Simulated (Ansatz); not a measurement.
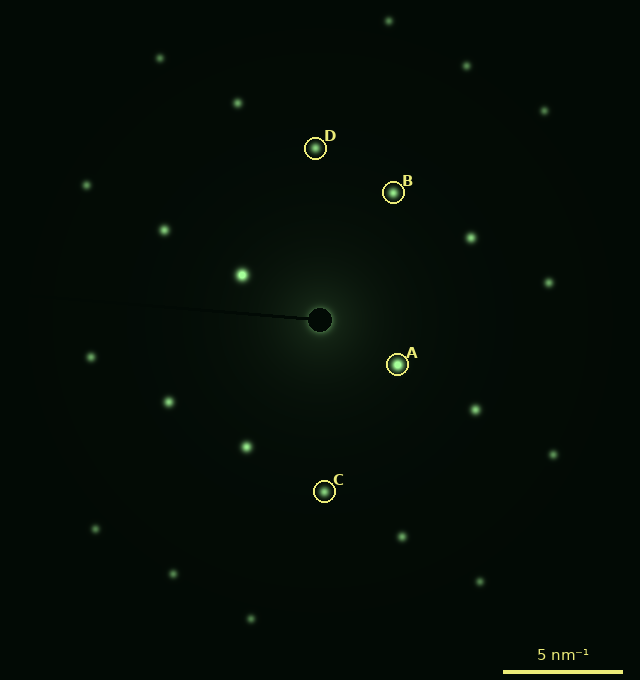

Computed electron diffraction pattern, 200 kV, single scattering only, B = 0.5 Å². The zone axis points towards the electron source and the pattern is seen from the source side.

The sample is Ce, space group Fm-3m (No. 225), a = 4.57 Å. Structure: the input geometry of an electronic-structure calculation (not necessarily at equilibrium).

Spot A is indexed -1 1 1 and spot B 0 -2 2.

Q: What are the indices of the remaining marked spots?

A: C = A − B = -1 3 -1 (d = 1.378 Å). D = −A + B = 1 -3 1 (d = 1.378 Å).

Q: Which zone axis is this?

A: The cross product of A and B is parallel to [211]; every spot obeys hu + kv + lw = 0.

Q: What are the spacings of A and B and the angle between them?

A: d(A) = 2.639 Å, d(B) = 1.616 Å, and the angle is 90.0°.
